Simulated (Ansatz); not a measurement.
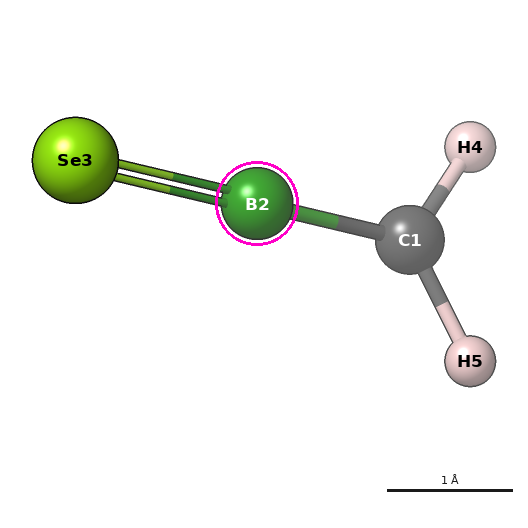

Orthographic view. Depth is shown by fading: the farther an atom, the more it takes the colour of the background. The species has charge +1 and is a spin singlet. Computed geometry: PBE0-D4/def2-TZVP optimisation. No frequency run is at hand to confirm it as a minimum.

**Name the neighbours of the circled atom.**

The circled atom is B2; it is bonded to C1, Se3.

**Which atom is farthest from the viewer?**

H4, 1.0 Å behind the mean position.

**Which atom is nearest the viewer?**

Se3, 1.3 Å in front of the mean position.
